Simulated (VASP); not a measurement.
# LuAlP2: structure and properties in VASP

Wanted: the relaxed cell of LuAlP2 and its properties. The steps: rough relaxation of the start cell, relaxing cell and atoms (PBE + rVV10), density, ELF and potential (PBE + rVV10), bands along the symmetry lines (PBE + rVV10), density of states (PBE + rVV10), response to an electric field (PBE + rVV10), independent-particle dielectric function (PBE + rVV10) and bands along the symmetry lines (PBE + rVV10 + SOC). The cell is invented: it takes the structure of a Materials Project entry for AlGaP2 (space group 115 there), with some of its atoms replaced by other elements, volume scaled by an estimate. It may not be a known or stable phase.

Main program and level: VASP 6.6.1; PBE with rVV10, 4f electrons in the core; plane waves and PAW (Lu_3, P, Al), in the first sound run; inputs show where later runs differ.

## (1) Starting point

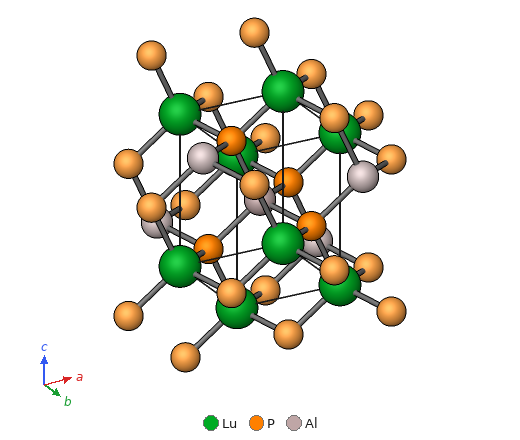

The starting structure, seen from a free direction (lutetium green, phosphorus orange, aluminium light grey). Some periodic images of atoms are drawn too.

Coordinates:

```xyz
4
Lattice="3.8839 0.0000 0.0000 0.0000 3.8839 0.0000 0.0000 0.0000 5.4816" Properties=species:S:1:pos:R:3 pbc="T T T"
Lu    0.0000    0.0000    0.0000
P     0.0000    1.9420    1.3725
P     1.9420    0.0000    4.1091
Al    1.9420    1.9420    2.7408
```

## (2) Rough relaxation of the start cell

The start is only an estimate, so a cheap relaxation brings it near a minimum before any careful run. PBE, the usual starting point, adds the gradient of the density. LUSE_VDW switches on a nonlocal correlation term for dispersion.

Input file INCAR:

```
SYSTEM = LuAlP2
PREC = Normal
ENCUT = 400
EDIFF = 1E-05
NELM = 60
ISMEAR = -1
SIGMA = 0.05
LREAL = .FALSE.
ALGO = Fast
GGA = PE
LUSE_VDW = .TRUE.
IVDW_NL = 2
BPARAM = 10
CPARAM = 0.0093
LASPH = .TRUE.
NBANDS = 17
LORBIT = 11
LWAVE = .FALSE.
LCHARG = .FALSE.
KPAR = 2
IBRION = 2
NSW = 40
ISIF = 3
EDIFFG = -0.04
```

Input file POSCAR:

```
LuAlP2
1.0
    3.8839130000      0.0000000000      0.0000000000
    0.0000000000      3.8839130000      0.0000000000
    0.0000000000      0.0000000000      5.4816060000
Lu P Al
1 2 1
Direct
    0.0000000000      0.0000000000      0.0000000000
    0.0000000000      0.5000000000      0.2503912000
    0.5000000000      0.0000000000      0.7496088000
    0.5000000000      0.5000000000      0.5000000000
```

Input file KPOINTS:

```
Automatic mesh
0
Gamma
4 4 3
0 0 0
```

PAW data sets: Lu_3, P and Al (PBE family, release 64).

The run is started by

```console
> mpirun -np 2 vasp_std
```

Output:

```text
[banner, memory and clock lines left out]
running    2 mpi-ranks, on    1 nodes
 distrk:  each k-point on    1 cores,    2 groups
 distr:  one band on    1 cores,    1 groups

 POSCAR found type information on POSCAR LuP Al
 POSCAR found :  3 types and       4 ions
|                                                                             |
|               ----> ADVICE to this user running VASP <----                  |
|                                                                             |
|     You have switched on vdW-DFT.                                           |
|     This routine was written and supplied by Jiri Klimes. We recommend      |
|     that you carefully read and cite the following publications:            |
|       J. Klimes, D.R. Bowler, A. Michelides                                 |
|          J. Phys.: Cond Matt. 22 022201 (2010)                              |
|       J. Klimes, D.R. Bowler, A. Michelides                                 |
|          Phys. Rev. B. 83, 195131 (2011)                                    |
|     and references therein.                                                 |
|                                                                             |

 LDA part: xc-table for (Slater+PW92), standard interpolation
 POSCAR, INCAR and KPOINTS ok, starting setup
 FFT: planning ... GRIDC
 FFT: planning ... GRID_SOFT
 FFT: planning ... GRID
 WAVECAR not read
 entering main loop
       N       E                     dE             d eps       ncg     rms          rms(c)
Total rVV10 correction in eV:      0.5659705    28.3492747
Total rVV10 correction in eV:      0.5659705    28.3492747
DAV:   1     0.749053492349E+02    0.74905E+02   -0.85542E+03   600   0.104E+03
DAV:   2    -0.160529340001E+02   -0.90958E+02   -0.87712E+02   693   0.444E+02
DAV:   3    -0.208931701126E+02   -0.48402E+01   -0.47660E+01   669   0.115E+02
DAV:   4    -0.209972149467E+02   -0.10404E+00   -0.10347E+00   694   0.127E+01
DAV:   5    -0.209987703374E+02   -0.15554E-02   -0.15547E-02   640   0.922E-01    0.370E+01
Total rVV10 correction in eV:      0.6035381    28.3492775
Total rVV10 correction in eV:      0.6035381    28.3492775
RMM:   6    -0.197609907006E+02    0.12378E+01   -0.21877E+00   538   0.105E+01    0.217E+01
Total rVV10 correction in eV:      0.6557134    28.3492774
Total rVV10 correction in eV:      0.6557134    28.3492774
RMM:   7    -0.197121664314E+02    0.48824E-01   -0.23268E+00   540   0.972E+00    0.257E+00
Total rVV10 correction in eV:      0.6524871    28.3492772
Total rVV10 correction in eV:      0.6524871    28.3492772
RMM:   8    -0.196467198990E+02    0.65447E-01   -0.37623E-01   541   0.557E+00    0.514E-01
Total rVV10 correction in eV:      0.6558604    28.3492773
Total rVV10 correction in eV:      0.6558604    28.3492773
RMM:   9    -0.196452873467E+02    0.14326E-02   -0.19412E-02   542   0.122E+00    0.236E-01
Total rVV10 correction in eV:      0.6563091    28.3492773
Total rVV10 correction in eV:      0.6563091    28.3492773
RMM:  10    -0.196453264741E+02   -0.39127E-04   -0.30010E-03   543   0.409E-01    0.770E-02
Total rVV10 correction in eV:      0.6568208    28.3492773
Total rVV10 correction in eV:      0.6568208    28.3492773
RMM:  11    -0.196453668268E+02   -0.40353E-04   -0.61825E-04   517   0.218E-01    0.319E-02
Total rVV10 correction in eV:      0.6570232    28.3492773
Total rVV10 correction in eV:      0.6570232    28.3492773
RMM:  12    -0.196453719763E+02   -0.51494E-05   -0.10356E-04   396   0.146E-01    0.231E-02
Total rVV10 correction in eV:      0.6570796    28.3492773
Total rVV10 correction in eV:      0.6570796    28.3492773
RMM:  13    -0.196453730173E+02   -0.10410E-05   -0.20939E-05   355   0.141E-01
Total rVV10 correction in eV:      0.6572021    28.3492773
Total rVV10 correction in eV:      0.6572021    28.3492773
Total rVV10 correction in eV:      0.6572130    28.3492773
Total rVV10 correction in eV:      0.6572130    28.3492773
   1 F= -.19645373E+02 E0= -.19645349E+02  d E =-.196454E+02
 curvature:   0.00 expect dE= 0.000E+00 dE for cont linesearch  0.000E+00
 trial: gam= 0.00000 g(F)=  0.110E+01 g(S)=  0.425E+01 ort = 0.000E+00 (trialstep = 0.100E+01)
 search vector abs. value=  0.535E+01
 bond charge predicted
       N       E                     dE             d eps       ncg     rms          rms(c)
Total rVV10 correction in eV:      0.6689934    28.3492773
Total rVV10 correction in eV:      0.6689934    28.3492773
DAV:   1    -0.262663586208E+02   -0.66210E+01   -0.17432E+02   612   0.236E+02    0.253E+01
Total rVV10 correction in eV:      0.7255391    28.3492776
Total rVV10 correction in eV:      0.7255391    28.3492776
RMM:   2    -0.220987632941E+02    0.41676E+01   -0.10636E+01   541   0.428E+01    0.137E+01
Total rVV10 correction in eV:      0.8056258    28.3492775
Total rVV10 correction in eV:      0.8056258    28.3492775
RMM:   3    -0.203132730100E+02    0.17855E+01   -0.93570E+00   533   0.292E+01    0.175E+00
Total rVV10 correction in eV:      0.8069264    28.3492772
Total rVV10 correction in eV:      0.8069264    28.3492772
RMM:   4    -0.204516804399E+02   -0.13841E+00   -0.21592E+00   559   0.924E+00    0.157E+00
Total rVV10 correction in eV:      0.7990732    28.3492771
Total rVV10 correction in eV:      0.7990732    28.3492771
RMM:   5    -0.204334264936E+02    0.18254E-01   -0.35270E-01   585   0.428E+00    0.807E-01
Total rVV10 correction in eV:      0.8031996    28.3492772
Total rVV10 correction in eV:      0.8031996    28.3492772
RMM:   6    -0.204351090420E+02   -0.16825E-02   -0.67239E-02   535   0.240E+00    0.561E-01
Total rVV10 correction in eV:      0.8040446    28.3492772
Total rVV10 correction in eV:      0.8040446    28.3492772
RMM:   7    -0.204386298803E+02   -0.35208E-02   -0.28238E-02   595   0.948E-01    0.252E-01
Total rVV10 correction in eV:      0.8035794    28.3492772
Total rVV10 correction in eV:      0.8035794    28.3492772
RMM:   8    -0.204391338001E+02   -0.50392E-03   -0.76275E-03   570   0.419E-01    0.634E-02
Total rVV10 correction in eV:      0.8037709    28.3492772
Total rVV10 correction in eV:      0.8037709    28.3492772
RMM:   9    -0.204393752464E+02   -0.24145E-03   -0.24757E-03   532   0.208E-01    0.447E-02
Total rVV10 correction in eV:      0.8038483    28.3492772
Total rVV10 correction in eV:      0.8038483    28.3492772
RMM:  10    -0.204394368051E+02   -0.61559E-04   -0.62231E-04   481   0.185E-01    0.100E-02
Total rVV10 correction in eV:      0.8038197    28.3492772
Total rVV10 correction in eV:      0.8038197    28.3492772
RMM:  11    -0.204394586512E+02   -0.21846E-04   -0.25699E-04   415   0.120E-01    0.119E-02
Total rVV10 correction in eV:      0.8037992    28.3492772
Total rVV10 correction in eV:      0.8037992    28.3492772
RMM:  12    -0.204394658543E+02   -0.72031E-05   -0.69441E-05   412   0.154E-01
Total rVV10 correction in eV:      0.8037664    28.3492772
Total rVV10 correction in eV:      0.8037664    28.3492772
Total rVV10 correction in eV:      0.8038068    28.3492772
Total rVV10 correction in eV:      0.8038068    28.3492772
   2 F= -.20439466E+02 E0= -.20439461E+02  d E =-.794093E+00
[... from here on, the cycles between the ionic steps are left out ...]
   3 F= -.21024301E+02 E0= -.21024301E+02  d E =-.137893E+01
   4 F= -.21025074E+02 E0= -.21025074E+02  d E =-.137970E+01
   5 F= -.21024881E+02 E0= -.21024881E+02  d E =-.137951E+01
   6 F= -.21087675E+02 E0= -.21087675E+02  d E =-.627940E-01
   7 F= -.21109245E+02 E0= -.21109245E+02  d E =-.843638E-01
   8 F= -.21109280E+02 E0= -.21109279E+02  d E =-.843985E-01
   9 F= -.21113104E+02 E0= -.21113104E+02  d E =-.382447E-02
  10 F= -.21113373E+02 E0= -.21113372E+02  d E =-.409284E-02
  11 F= -.21115480E+02 E0= -.21115479E+02  d E =-.210735E-02
  12 F= -.21116425E+02 E0= -.21116424E+02  d E =-.305203E-02
  13 F= -.21115666E+02 E0= -.21115664E+02  d E =-.229353E-02
  14 F= -.21116574E+02 E0= -.21116573E+02  d E =-.320140E-02
 curvature:  -0.17 expect dE=-0.300E-04 dE for cont linesearch -0.619E-06
 ZBRENT: interpolating
 opt :   2.5381  next Energy=   -21.116581 (dE=-0.321E-02)
 bond charge predicted
       N       E                     dE             d eps       ncg     rms          rms(c)
Total rVV10 correction in eV:      0.7308340    28.3492745
Total rVV10 correction in eV:      0.7308340    28.3492745
DAV:   1    -0.211165958399E+02   -0.23633E-04   -0.14038E-03   678   0.443E-01    0.262E-02
Total rVV10 correction in eV:      0.7307796    28.3492747
Total rVV10 correction in eV:      0.7307796    28.3492747
RMM:   2    -0.211165850956E+02    0.10744E-04   -0.14336E-05   252   0.429E-02    0.154E-02
Total rVV10 correction in eV:      0.7307136    28.3492747
Total rVV10 correction in eV:      0.7307136    28.3492747
RMM:   3    -0.211165784252E+02    0.66704E-05   -0.72046E-07   250   0.848E-02
Total rVV10 correction in eV:      0.7307053    28.3492747
Total rVV10 correction in eV:      0.7307053    28.3492747
Total rVV10 correction in eV:      0.7307071    28.3492747
Total rVV10 correction in eV:      0.7307071    28.3492747
  15 F= -.21116578E+02 E0= -.21116577E+02  d E =-.320580E-02
 curvature:  -1.99 expect dE=-0.299E-03 dE for cont linesearch -0.135E-06
 trial: gam=-0.00679 g(F)=  0.147E-03 g(S)=  0.373E-05 ort = 0.150E-04 (trialstep = 0.134E+01)
 search vector abs. value=  0.150E-03
 reached required accuracy - stopping structural energy minimisation
```

Wall time 4.8 min (2 MPI ranks of AMD EPYC 7R43, shared host); peak memory 0.36 GiB.

The logs omit lines about the potential files and the build; timing stands in the text.

Parts of OUTCAR (step 2):

```text
ion  position               nearest neighbor table
   1  0.000  0.000  0.000-   2 2.38   3 2.38   2 2.38   3 2.38
   2  0.000  0.500  0.250-   4 2.38   4 2.38   1 2.38   1 2.38
   3  0.500  0.000  0.750-   4 2.38   4 2.38   1 2.38   1 2.38
   4  0.500  0.500  0.500-   2 2.38   3 2.38   3 2.38   2 2.38

  LATTYP: Found a simple tetragonal cell.
 ALAT       =     3.8839130000
 C/A-ratio  =     1.4113616860

 Subroutine GETGRP returns: Found  8 space group operations
 (whereof  8 operations were pure point group operations)

The static configuration has the point symmetry D_2d.

 Found     12 irreducible k-points:

   k-points           NKPTS =     12   k-points in BZ     NKDIM =     12   number of bands    NBANDS=     17

   dimension x,y,z NGX =    20 NGY =   20 NGZ =   28
   dimension x,y,z NGXF=    40 NGYF=   40 NGZF=   56

   ENCUT  =  400.0 eV  29.40 Ry    5.42 a.u.   6.33  6.33  8.94*2*pi/ulx,y,z

   NELECT =      22.0000    total number of electrons

 k-points in reciprocal lattice and weights: Automatic mesh
   0.00000000  0.00000000  0.00000000       0.021
   0.25000000  0.00000000  0.00000000       0.083
   0.50000000  0.00000000  0.00000000       0.042
   0.25000000  0.25000000  0.00000000       0.083
   0.50000000  0.25000000  0.00000000       0.083
   0.50000000  0.50000000  0.00000000       0.021
   0.00000000  0.00000000  0.33333333       0.042
   0.25000000  0.00000000  0.33333333       0.167
   0.50000000  0.00000000  0.33333333       0.083
   0.25000000  0.25000000  0.33333333       0.167
   0.50000000  0.25000000  0.33333333       0.167
   0.50000000  0.50000000  0.33333333       0.042

 average (electrostatic) potential at core
       1 -31.7617       2 -83.8346       3 -83.8346       4 -77.0228

 E-fermi :   3.3876

 k-point     1 :       0.0000    0.0000    0.0000
  band No.  band energies     occupation
    ...
      7       1.4794      2.00000
      8       1.4794      2.00000
      9       2.1379      2.00000
     10       2.3951      2.00000
     11       2.3951      2.00000
     12       4.1044      0.00000
     13       4.2047      0.00000
     14       6.4665      0.00000
     15       7.3256      0.00000
     16       8.0691      0.00000
    ...

 k-point     2 :       0.2500    0.0000    0.0000
  band No.  band energies     occupation
    ...
      7       0.2203      2.00000
      8       1.4460      2.00000
      9       1.6241      2.00000
     10       2.0839      2.00000
     11       2.5093      2.00000
     12       4.5692      0.00000
     13       5.9314      0.00000
     14       6.7902      0.00000
     15       7.3628      0.00000
     16       7.8312      0.00000
    ...

 k-point     3 :       0.5000    0.0000    0.0000
  band No.  band energies     occupation
    ...
      7       0.4000      2.00000
      8       1.1409      2.00000
      9       1.5738      2.00000
     10       1.7840      2.00000
     11       2.6249      2.00000
     12       5.6380      0.00000
     13       5.8080      0.00000
     14       6.5019      0.00000
     15       6.6462      0.00000
     16       7.4876      0.00000
    ...

  Total        0.0124331      0.0124331      0.0001275      0.0000000      0.0000000      0.0000000
  in kB        0.2014483      0.2014483      0.0020661      0.0000000      0.0000000      0.0000000
  external PRESSURE =       0.1349876 kB  Pullay stress =       0.0000000 kB

  energy-cutoff  :      400.00
  volume of cell :       98.88
      direct lattice vectors                 reciprocal lattice vectors
     4.061408735  0.000000000  0.000000000     0.246219986  0.000000000 -0.000000000
     0.000000000  4.061408735  0.000000000     0.000000000  0.246219986  0.000000000
     0.000000000  0.000000000  5.994782906    -0.000000000  0.000000000  0.166811712

 POSITION                                       TOTAL-FORCE (eV/Angst)
 -----------------------------------------------------------------------------------
      0.00000      4.06141      0.00000         0.000000      0.000000      0.000000
      0.00000      2.03070      1.68964        -0.000000      0.000000     -0.038984
      2.03070      4.06141      4.30515         0.000000     -0.000000      0.038984
      2.03070      2.03070      2.99739         0.000000     -0.000000      0.000000
 -----------------------------------------------------------------------------------
    total drift:                               -0.000000      0.000000     -0.000000

  FREE ENERGIE OF THE ION-ELECTRON SYSTEM (eV)
  ---------------------------------------------------
  free  energy   TOTEN  =       -21.1165784252 eV

  energy  without entropy=      -21.1165758020  energy(sigma->0) =      -21.11657711

 reached required accuracy - stopping structural energy minimisation

 total charge
# of ion       s       p       d       tot
------------------------------------------
    1        0.435   6.571   1.000   8.007
    2        1.016   1.581   0.000   2.596
    3        1.016   1.581   0.000   2.596
    4        0.383   0.347   0.000   0.729
--------------------------------------------------
tot          2.850  10.079   1.000  13.929

[... 3 further parts left out ...]
```

CONTCAR:

```
LuAlP2
   1.00000000000000
     4.0614087346507892    0.0000000000000000    0.0000000000000000
     0.0000000000000000    4.0614087346507892    0.0000000000000000
     0.0000000000000000    0.0000000000000000    5.9947829060348914
  Lu              P               Al
     1     2     1
Direct
     0.0000000000000000    1.0000000000000000    0.0000000000000000
     0.0000000000000000    0.5000000000000000    0.2818513043064027
     0.5000000000000000    1.0000000000000000    0.7181486956935974
     0.5000000000000000    0.5000000000000000    0.5000000000000000
```

The data set Lu_3 holds the 4f electrons frozen in the core, so no f bands or f moments appear. The gap is read on the k-mesh alone, so it is an upper bound where the band edges lie off the mesh. This relaxation is a rough one on cheap settings, only to bring the start near its minimum. After so large a change of volume the plane waves of the start cell no longer fit, so the final stress carries a basis-set error. The run keeps the 8 symmetry operations of its start, so it cannot find a distortion of lower symmetry.

[end of part 1 of 6]

[Lines on the potential files, build, host, timing and source positions are cut from VASP's logs without a mark.]

[Logs are printed without paths, hosts, clocks, repeated set-up lines and the standing remarks that a program may print on its own settings, such as how far it seeks lower states.]

[Hosts, paths, dates, database ids (printed as entryN), source tags and the programs' standing remarks are cut or masked in the printed files.]

[A measured line is paired with the nearest computed mode of its activity, which favours agreement.]

[In band tables of VASP the shares of atoms and orbitals are scaled to a sum of 1 inside the atoms' spheres.]
